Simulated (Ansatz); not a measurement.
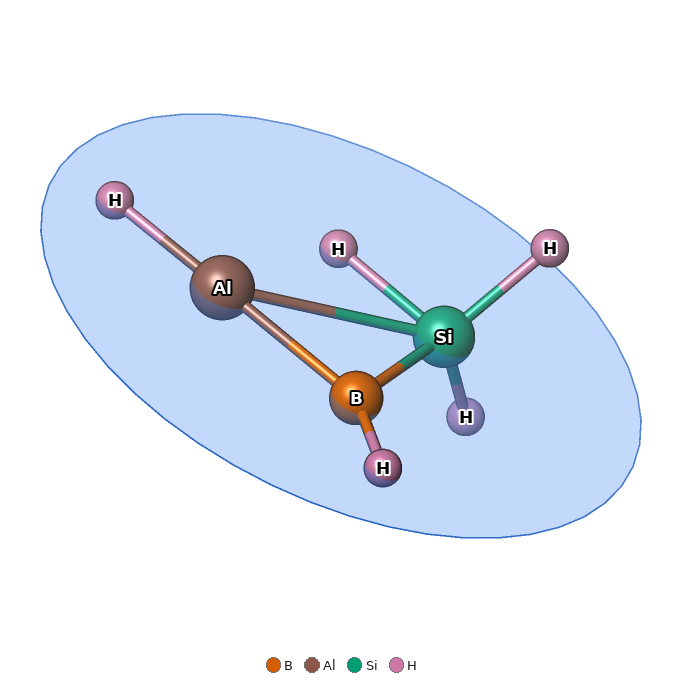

All proper rotation axes (lines) and mirror planes (discs) of the structure are drawn in. Depth is shown by fading: the farther an atom, the more it takes the colour of the background. State: neutral, doublet. Computed geometry: PBE0-D4/def2-TZVP optimisation. No frequency run is at hand to confirm it as a minimum.

Question: Name the symmetry elements and the point group.

Answer: It has 1 mirror plane. Point group Cs. The group has 2 operations. The geometry is achiral, and symmetry allows a dipole moment.
